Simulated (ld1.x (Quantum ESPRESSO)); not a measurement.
**Ga: generating and testing an ultrasoft potential**

Do these settings give a usable potential? It is generated, then checked for transferability, scattering, ghosts and hardness.

Program: ld1.x (Quantum ESPRESSO) 7.5. Reference atom: LDA (PW92), scalar-relativistic, spherical and spin-unpolarised. All values are calculated.

## Step 1: The design

The settings as typed:

```
element                 : gallium (Ga, Z = 31)
type                    : ultrasoft
frozen core             : [Ar]
valence charge          : 13
reference configuration : 3d10 4s2 4p0 (charge +1)
partial waves           : 4s (bound): rcut 1.60, rcutus 1.95 bohr; 4s channel at -1.11 Ry: rcut 1.60, rcutus 1.95 bohr; 4p (bound, empty): rcut 1.35, rcutus 1.75 bohr; 4p channel at -0.1 Ry: rcut 1.35, rcutus 1.75 bohr; 3d (bound): rcut 1.10, rcutus 1.35 bohr; 3d channel at -1.35 Ry: rcut 1.10, rcutus 1.35 bohr
local potential         : all-electron potential smoothed inside 1.20 bohr (lloc = -1)
core correction         : not asked for
augmentation charge     : PSQ, radius 0.90 bohr
```

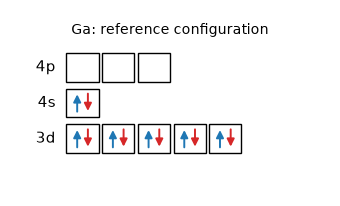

The outer shells as boxes. The arrows follow Hund's rule for the drawing; the calculation itself is spin-unpolarised.

The nodes and maxima of the atom's own shells, from an earlier all-electron run, set the scale for the radii.

All-electron outer shells of the reference configuration (LDA (PW92), scalar-relativistic, ld1.x):

| shell | level (eV) | outermost node (bohr) | outermost maximum (bohr) |
| --- | --- | --- | --- |
| 3s | -155.80 | 0.27 | 0.56 |
| 3p | -107.03 | 0.24 | 0.56 |
| 3d | -27.76 | – | 0.53 |
| 4s | -16.65 | 0.81 | 1.85 |
| 4p | -9.30 | 0.87 | 2.29 |

## Step 2: The generation run

Contents of Ga.in:

```
 &input
   title='Ga', zed=31., rel=1, dft='PW', iswitch=3,
   config='[Ar] 3d10 4s2 4p0',
   nld=3, rlderiv=2.15, eminld=-4.0, emaxld=5.0, deld=0.02
 /
 &inputp
   pseudotype=3, tm=.true., lloc=-1, rcloc=1.20,
   nlcc=.false.,
   which_augfun='PSQ', rmatch_augfun=0.90,
   file_pseudopw='Ga.UPF', file_wfcaegen='ae.wfc', file_wfcncgen='nc.wfc', file_beta='beta', file_chi='chi', file_wfcusgen='us.wfc'
 /
6
4S  1  0   2.00   0.00  1.60  1.95  0.0
4S  1  0   0.00  -1.11  1.60  1.95  0.0
4P  2  1   0.00   0.00  1.35  1.75  0.0
4P  2  1   0.00  -0.10  1.35  1.75  0.0
3D  3  2  10.00   0.00  1.10  1.35  0.0
3D  3  2   0.00  -1.35  1.10  1.35  0.0
 &test
   configts(1)='3d10 4s2 4p0'
 /
```

The run is started by

```sh
$ ld1.x < Ga.in > Ga.out
```

What the program wrote to Ga.out (without the banner and most projector matrices):

```text
     Program LD1 v.7.5
     --------------------------- All-electron run ----------------------------

     Ga
     scalar relativistic calculation

     atomic number is 31.00
     dft =PW   lsd =0 sic =0 latt =0  beta=0.20 tr2=1.0E-14
     Exchange-correlation= PW
                           (   1   4   0   0   0   0   0)
     mesh =1205 r(mesh) = 101.09016 a.u. xmin = -7.00 dx = 0.01250
     1 Ry =  13.60569312 eV, c = 137.03599908

     n l     nl                  e(Ry)          e(Ha)          e(eV)
     1 0     1S 1( 2.00)      -751.0907      -375.5453    -10219.1091
     2 0     2S 1( 2.00)       -93.2264       -46.6132     -1268.4104
     2 1     2P 1( 6.00)       -81.3314       -40.6657     -1106.5699
     3 0     3S 1( 2.00)       -11.4514        -5.7257      -155.8045
     3 1     3P 1( 6.00)        -7.8667        -3.9333      -107.0313
     3 2     3D 1(10.00)        -2.0401        -1.0200       -27.7569
     4 0     4S 1( 2.00)        -1.2240        -0.6120       -16.6536
     4 1     4P 1( 0.00)        -0.6835        -0.3417        -9.2991

     final scf error:  7.0E-15 reached in  32 iterations

     Etot =   -3881.811222 Ry,   -1940.905611 Ha,  -52814.732244 eV

     Ekin =    3946.310091 Ry,    1973.155045 Ha,   53692.284062 eV
     Encl =   -9342.519489 Ry,   -4671.259745 Ha, -127111.453170 eV
     Eh   =    1659.228934 Ry,     829.614467 Ha,   22574.959702 eV
     Exc  =    -144.830757 Ry,     -72.415379 Ha,   -1970.522838 eV

     normalization and overlap integrals

     s(1S/1S) =  1.000000  <r> =   0.0487  <r2> =    0.0032  r(max) =   0.0319
     s(2S/2S) =  1.000000  <r> =   0.2182  <r2> =    0.0562  r(max) =   0.1833
     s(2P/2P) =  1.000000  <r> =   0.1909  <r2> =    0.0447  r(max) =   0.1464
     s(3S/3S) =  1.000000  <r> =   0.6531  <r2> =    0.4929  r(max) =   0.5647
     s(3P/3P) =  1.000000  <r> =   0.6800  <r2> =    0.5460  r(max) =   0.5647
     s(3D/3D) =  1.000000  <r> =   0.8080  <r2> =    0.8540  r(max) =   0.5305
     s(4S/4S) =  1.000000  <r> =   2.2035  <r2> =    5.5762  r(max) =   1.8515
     s(4P/4P) =  1.000000  <r> =   2.8134  <r2> =    9.1914  r(max) =   2.2899

     ------------------------ End of All-electron run ------------------------

     --------------------- Generating US pseudopotential ---------------------

      Generating local potential from pseudized AE potential:
      Matching radius rcloc =   1.2000

      Local pseudo, rcloc= 1.210 Estimated cut-off energy=    16.49 Ry
      Wfc-us  4S rcutus= 1.946  Estimated cut-off energy=    11.94 Ry
      Wfc-us  4S rcutus= 1.946  Estimated cut-off energy=    12.12 Ry
      Wfc-us  4P rcutus= 1.761  Estimated cut-off energy=    22.95 Ry
      Wfc-us  4P rcutus= 1.761  Estimated cut-off energy=    23.65 Ry
      Wfc-us  3D rcutus= 1.338  Estimated cut-off energy=    65.76 Ry
      Wfc-us  3D rcutus= 1.338  Estimated cut-off energy=    77.84 Ry

     Q pseudized with Bessel functions
     Expected ecutrho=     480.5715 due to l1=  2   l2=  2

     ------------------- End of pseudopotential generation -------------------

     [... the all-electron block is printed once more ...]


     Computing logarithmic derivative in   2.13781
     Computing logarithmic derivative in   2.13781
     Computing the partial wave expansion
     R is outside the sphere for l=    0 j= 0.00
     R is outside the sphere for l=    0 j= 0.00
     R is outside the sphere for l=    1 j= 0.00
     R is outside the sphere for l=    1 j= 0.00
     R is outside the sphere for l=    2 j= 0.00
     R is outside the sphere for l=    2 j= 0.00

     ---------------------- Testing the pseudopotential ----------------------

     Ga
     scalar relativistic calculation

     atomic number is 31.00   valence charge is 13.00
     dft =PW   lsd =0 sic =0 latt =0  beta=0.20 tr2=1.0E-14
     mesh =1205 r(mesh) = 101.09016 xmin = -7.00 dx = 0.01250

     n l     nl             e AE (Ry)        e PS (Ry)    De AE-PS (Ry)
     3 2     3D   1(10.00)       -2.04010       -2.04010        0.00000
     1 0     4S   1( 2.00)       -1.22402       -1.22402        0.00000
     2 1     4P   1( 0.00)       -0.68347       -0.68347        0.00000

     eps = 7.6E-15  iter =  7

     Etot =   -3881.811222 Ry,   -1940.905611 Ha,  -52814.732244 eV
     Etotps =  -154.642476 Ry,     -77.321238 Ha,   -2104.018073 eV

     Ekin =      46.812734 Ry,      23.406367 Ha,     636.919694 eV
     Encl =    -380.576365 Ry,    -190.288183 Ha,   -5178.005237 eV
     Ehrt =     138.038939 Ry,      69.019469 Ha,    1878.115439 eV
     Ecxc =     -19.793658 Ry,      -9.896829 Ha,    -269.306438 eV
     Epseu=      60.875875 Ry,      30.437937 Ha,     828.258470 eV

     ---------------------- End of pseudopotential test ----------------------
```

Wall time 0.91 s (1 thread of Neoverse-V1, shared host). (Generation and the later configuration tests together.)

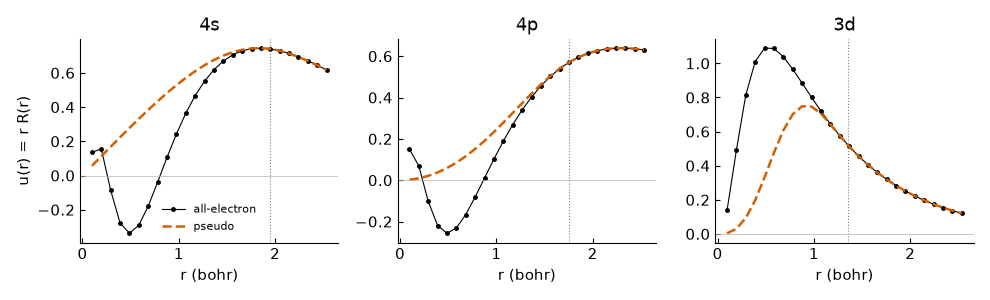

Bound waves of the atom and their pseudo partners (4s, 4p, 3d), with the matching radii dotted. The curves join 26 sampled radii, too few to resolve the innermost nodes.

## Step 3: Transferability test

Contents of Ga.test.in:

```
 &input
   title='Ga', zed=31., rel=1, dft='PW', iswitch=2,
   config='[Ar] 3d10 4s2 4p0'
 /
 &test
   file_pseudo='Ga.UPF', nconf=10,
   configts(1)='3d10 4s2 4p0',
   configts(2)='3d10 4s2 4p1',
   configts(3)='3d10 4s1 4p0',
   configts(4)='3d10 4s0 4p0',
   configts(5)='3d10 4s0 4p3',
   configts(6)='3d10 4s2 4p0.5',
   configts(7)='3d10 4s1 4p2',
   configts(8)='3d9 4s2 4p2',
   configts(9)='3d10 4s2 4p1', lsdts(9)=1,
   configts(10)='3d10 4s1 4p0', lsdts(10)=1
 /
```

The run is started by

```sh
$ ld1.x < Ga.test.in > Ga.test.out
```

Ga.test.out, the pseudopotential blocks:

```text
     ---------------------- Testing the pseudopotential ----------------------

     Ga
     scalar relativistic calculation

     atomic number is 31.00   valence charge is 13.00
     dft =PW   lsd =0 sic =0 latt =0  beta=0.20 tr2=1.0E-14
     mesh =1205 r(mesh) = 101.09016 xmin = -7.00 dx = 0.01250

     n l     nl             e AE (Ry)        e PS (Ry)    De AE-PS (Ry)
     3 2     3D   1(10.00)       -2.04010       -2.04010        0.00000
     1 0     4S   1( 2.00)       -1.22402       -1.22402        0.00000
     2 1     4P   1( 0.00)       -0.68347       -0.68347        0.00000

     eps = 8.8E-15  iter =  7

     Etot =   -3881.811222 Ry,   -1940.905611 Ha,  -52814.732244 eV
     Etotps =  -154.642476 Ry,     -77.321238 Ha,   -2104.018074 eV

     Ekin =      46.812734 Ry,      23.406367 Ha,     636.919694 eV
     Encl =    -380.576366 Ry,    -190.288183 Ha,   -5178.005249 eV
     Ehrt =     138.038939 Ry,      69.019470 Ha,    1878.115445 eV
     Ecxc =     -19.793658 Ry,      -9.896829 Ha,    -269.306439 eV
     Epseu=      60.875875 Ry,      30.437938 Ha,     828.258475 eV

     ---------------------- End of pseudopotential test ----------------------
```

9 tests gave no usable energy difference (3d10 4s2 4p1; 3d10 4s1 4p0; 3d10 4s0 4p0; 3d10 4s0 4p3; others); the test run stopped with "negative rho".

## Step 4: Does it scatter like the atom?

Taken from the files of the generation run. The phase is arctan(r·u′/u) with u = r·R, unwrapped, with energies in Ry. A pole is an energy at which the radial function vanishes at the test radius. The pseudo phase is shifted by a multiple of π to meet the all-electron one at the reference energy. Levels narrower than the energy grid can be missing from the poles. The last column is the largest difference on the grid between −1 and +1 Ry.

```tsv
channel	radius (bohr)	reference (Ry)	poles AE	poles PS	window around the reference with phases within 0.05 rad (Ry)	largest difference near zero (rad)
s	2.14	-1.22	1.31	1.30	the whole range	0.000
p	2.14	-0.68	2.70	2.77	the whole range	0.003
d	2.14	-2.04	-1.93	-1.93	the whole range	0.000
```

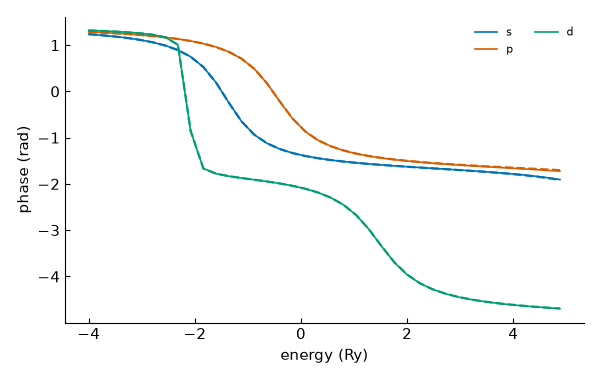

All-electron (solid) and pseudo (dashed) phases against energy.

## Step 5: Plane-wave convergence, by spherical Bessel functions

This step uses the generator's waves and projectors in a separate script. Basis: spherical Bessel functions vanishing at 20 bohr, q² up to the cutoff; potential fixed at the reference.

All-electron valence levels (Ry): 4s -1.2240, 4p -0.6835, 3d -2.0401. The lowest levels of each channel (Ry) by cutoff; the last column sums, over occupied levels, occupation times the distance from the level at 400 Ry. A positive value at high cutoff is not a bound level.

```csv
cutoff (Ry),s #1,p #1,d #1,f #1,Σ f·Δε (mRy)
8,-1.2231,-0.6814,-0.2470,-0.0473,17933.1
15,-1.2239,-0.6832,-0.4275,-0.0473,16126.7
25,-1.2240,-0.6834,-1.3113,-0.0473,7288.5
40,-1.2240,-0.6835,-1.9761,-0.0473,640.3
50,-1.2240,-0.6835,-2.0329,-0.0473,72.4
70,-1.2240,-0.6835,-2.0391,-0.0473,9.7
100,-1.2240,-0.6835,-2.0400,-0.0473,1.3
110,-1.2240,-0.6835,-2.0400,-0.0473,1.0
140,-1.2240,-0.6835,-2.0401,-0.0473,0.4
400,-1.2240,-0.6835,-2.0401,-0.0473,0.0
```

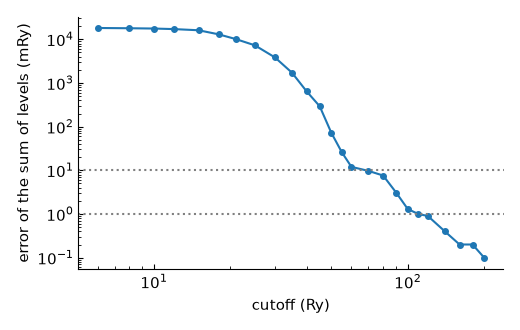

Occupation-weighted error of the valence levels against the cutoff; the dotted lines mark 10 and 1 mRy.

The sum stays within 10 mRy from 70 Ry and within 1 mRy from 110 Ry. The sum leaves out empty levels, which can need more. Ghost test: no level below the all-electron spectrum of its channel (s, p, d, f tested).

## Step 6: Outcome

| quantity | value |
| --- | --- |
| cutoffs for 10 and 1 mRy, occupied levels | 70 Ry and 110 Ry |
| bound ghosts | none found |
| configuration tests | no usable energy difference |
| largest phase difference near zero energy, channels read | 0.003 rad |
| lowest eigenvalue of the overlap (Bessel basis) | 0.303 (s) |
| density cutoff estimated by the generator | 481 Ry |

**Reading.** The test run broke off, so later configurations gave nothing; no test gave an energy difference. By its cutoff, 70 Ry for the looser tolerance, it is of middling hardness. The slowest occupied level is 3d: taken alone it needs 70 Ry to come within 1 mRy, against 8 Ry for 4s. No bound ghost shows below the valence levels. Near zero energy the phases of the channels with partial waves agree within 0.003 rad. These are tests on the free atom; a crystal test is still owed.
